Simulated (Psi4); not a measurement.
**C2F3 (trifluorovinyl radical): UBHLYP/aug-cc-pVDZ**

What is the vertical ionisation energy of C2F3 (trifluorovinyl radical) at UBHLYP/aug-cc-pVDZ? 

The calculation is run with Psi4 1.11.

7 further runs of the same task are left out: 7 that didn't finish.

## 1. Starting point

The species is C2F3 (5 atoms), meant as a doublet with charge 0. SMILES: `F[C]=C(F)F`. The shape is that of a PBE0-D4/def2-TZVP optimisation.

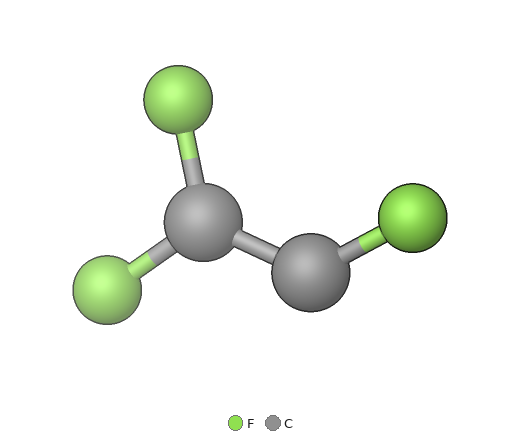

Viewed from a chosen angle; fluorine green, carbon grey.

## 2. A single-point energy at UBHLYP/aug-cc-pVDZ

Input file run_ase.py:

```python
import numpy as np
from ase.calculators.psi4 import Psi4
from ase import Atoms

atoms = Atoms(['F', 'C', 'C', 'F', 'F'], positions=[
    [0.577720, -1.033470, 1.511080],
    [0.506940, 0.038840, 0.785720],
    [-0.126500, 0.247860, -0.343200],
    [-0.848620, -0.650470, -0.980670],
    [-0.109540, 1.397240, -0.972920],
])
calc = Psi4(atoms=atoms, method='bhhlyp', basis='aug-cc-pVDZ', memory='2200MB', num_threads=1, charge=0, multiplicity=2, label='c2f3', reference='uks')
calc.psi4.set_options({'puream': True, 'e_convergence': 1e-09, 'd_convergence': 1e-08, 'scf_type': 'pk', 'dft_radial_points': 99, 'dft_spherical_points': 590, 'maxiter': 100})
atoms.calc = calc

print(f'energy: {atoms.get_potential_energy():.6f} eV')
```

Launch:

```console
$ python run_ase.py
```

c2f3.dat, shortened:

```text
[...]
  Running in c1 symmetry.
[...]
  Nuclear repulsion =  163.403943792540275
[...]
  Multiplicity = 2
[...]
  Nalpha       = 20
  Nbeta        = 19
[...]
    Number of basis functions: 115
[...]
   @UKS iter   1:  -375.43360011370430   -3.53739e-01   2.99766e-03 ADIIS/DIIS
[...]
   @UKS iter  15:  -375.48673889941472   -2.21689e-12   9.75882e-09 DIIS
[...]
   @S^2 Observed:                7.717694610E-01
[...]
    Orbital Energies [Eh]
    ---------------------
    Alpha Occupied:
       1A    -25.410980     2A    -25.393950     3A    -25.392171
       4A    -10.800303     5A    -10.740921     6A     -1.485847
       7A     -1.470351     8A     -1.424444     9A     -0.938605
      10A     -0.773577    11A     -0.717923    12A     -0.704251
      13A     -0.653296    14A     -0.627661    15A     -0.616996
      16A     -0.579296    17A     -0.569073    18A     -0.550690
      19A     -0.395500    20A     -0.343968
    Alpha Virtual:
      21A      0.022864    22A      0.039963    23A      0.054032
      24A      0.055518    25A      0.068725    26A      0.093875
[...]
  @UKS Final Energy:  -375.48673889941472
   => Energetics <=
    Nuclear Repulsion Energy =            163.4039437925402751
    One-Electron Energy =                -843.4828299125124431
    Two-Electron Energy =                 326.3825053507035250
    DFT Exchange-Correlation Energy =     -21.7903581301460960
    Empirical Dispersion Energy =           0.0000000000000000
    VV10 Nonlocal Energy =                  0.0000000000000000
    Total Energy =                       -375.4867388994147177
[...]
 Multipole Moments:
 ------------------------------------------------------------------------------------
     Multipole            Electronic (a.u.)      Nuclear  (a.u.)        Total (a.u.)
 ------------------------------------------------------------------------------------
 L = 1.  Multiply by 2.5417464519 to convert [e a0] to [Debye]
 Dipole X            :         -0.1605728            0.2658599            0.1052872
 Dipole Y            :         -0.1613100            0.2003523            0.0390424
 Dipole Z            :         -0.1637726            0.3092400            0.1454675
 Magnitude           :                                                    0.1837675
[...]
```

Standard output:

```text
energy: -10217.514599 eV
```

Run time: 25 s. Hardware: 1 thread of Intel Xeon 6975P-C (Granite Rapids), shared host; peak memory 0.8 GiB.

## 3. The singlet cation: energy and forces at BHLYP/aug-cc-pVDZ

Input file c2f3.py:

```python
import psi4

psi4.set_memory(2200000000)
psi4.set_num_threads(1)
psi4.set_output_file('psi4.out', False)

molecule = psi4.geometry("""
1 1
F      1.09173258    -1.95297526     2.85552735
C      0.95797776     0.07339696     1.48479561
C     -0.23905035     0.46838752    -0.64855401
F     -1.60365938    -1.22921015    -1.85319772
F     -0.20700060     2.64040093    -1.83855234
units bohr
symmetry c1
""")

psi4.set_options({
    'puream': True,
    'e_convergence': 1e-09,
    'd_convergence': 1e-08,
    'scf_type': 'pk',
    'dft_radial_points': 99,
    'dft_spherical_points': 590,
})

E, wfn = psi4.gradient("bhhlyp/aug-cc-pVDZ", molecule=molecule, return_wfn=True)
psi4.oeprop(wfn, "LOWDIN_CHARGES", "DIPOLE", "QUADRUPOLE", title="BHHLYP")
print('gradient / Eh bohr^-1')
print(E.np.round(6))
print(f'energy = {wfn.energy():.10f} Eh')
```

Launch:

```console
$ python c2f3.py
```

psi4.out, shortened:

```text
[...]
  Running in c1 symmetry.
[...]
  Nuclear repulsion =  163.403943947903571
[...]
  Multiplicity = 1
[...]
  Nalpha       = 19
  Nbeta        = 19
[...]
    Number of basis functions: 115
[...]
   @RKS iter   1:  -374.98162669694642    9.82348e-02   3.14621e-03 ADIIS/DIIS
[...]
   @RKS iter  19:  -375.04277053294408   -1.08798e-10   3.59509e-09 DIIS
[...]
  @RKS Final Energy:  -375.04277053294408
   => Energetics <=
    Nuclear Repulsion Energy =            163.4039439479035707
    One-Electron Energy =                -831.9050320757914960
    Two-Electron Energy =                 315.0089404090792868
    DFT Exchange-Correlation Energy =     -21.5506228141354690
    Empirical Dispersion Energy =           0.0000000000000000
    VV10 Nonlocal Energy =                  0.0000000000000000
    Total Energy =                       -375.0427705329440755
[...]
  -Total Gradient:
     Atom            X                  Y                   Z
    ------   -----------------  -----------------  -----------------
       1       -0.020326751241    -0.082869417765     0.015264635282
       2        0.034313597570     0.138093450423    -0.024826853661
       3        0.021526439168    -0.066782168162     0.072933002796
       4       -0.031888704937    -0.018980920489    -0.040206115831
       5       -0.003630893960     0.030528303723    -0.023168579725
[...]
 Multipole Moments:
 ------------------------------------------------------------------------------------
     Multipole            Electronic (a.u.)      Nuclear  (a.u.)        Total (a.u.)
 ------------------------------------------------------------------------------------
 L = 1.  Multiply by 2.5417464519 to convert [e a0] to [Debye]
 Dipole X            :          0.4584651            0.2658599            0.7243250
 Dipole Y            :         -0.0363382            0.2003523            0.1640142
 Dipole Z            :          0.7483214            0.3092400            1.0575614
 Magnitude           :                                                    1.2922784
 L = 2.  Multiply by 1.3450342976 to convert [e a0^2] to [Debye ang]
 Quadrupole XX       :        -55.5634044           39.9898106          -15.5735938
 Quadrupole XY       :          7.0716822           -6.7055651            0.3661171
[...]
```

Standard output:

```text
gradient / Eh bohr^-1
[[-0.020327 -0.082869  0.015265]
 [ 0.034314  0.138093 -0.024827]
 [ 0.021526 -0.066782  0.072933]
 [-0.031889 -0.018981 -0.040206]
 [-0.003631  0.030528 -0.023169]]
energy = -375.0427705329 Eh
```

It took 32 s on 1 thread of Intel Xeon 6975P-C (Granite Rapids), shared host; peak memory 0.77 GiB.

## 4. Outcome

At UBHLYP/aug-cc-pVDZ:

| quantity | value |
| --- | --- |
| doublet C2F3: total energy | -375.48674 Eh |
| doublet C2F3: dipole moment | 0.47 D |
| doublet C2F3: HOMO energy (highest over α and β) | -9.01 eV |
| doublet C2F3: LUMO energy (lowest over α and β) | -2.47 eV |
| doublet C2F3: ⟨S²⟩ | 0.772 |
| singlet cation: total energy | -375.04277 Eh |
| singlet cation: HOMO energy | -17.80 eV |
| singlet cation: LUMO energy | -13.23 eV |
| singlet cation: HOMO–LUMO gap | 4.57 eV |
| singlet cation: largest force on an atom | 7.428 eV/Å |
| vertical ionisation energy (to the singlet cation) | 12.081 eV |

What this shows: Removing an electron at fixed nuclei costs 12.08 eV (1166 kJ/mol). Only the singlet of the ionised species was computed; a triplet could lie lower.
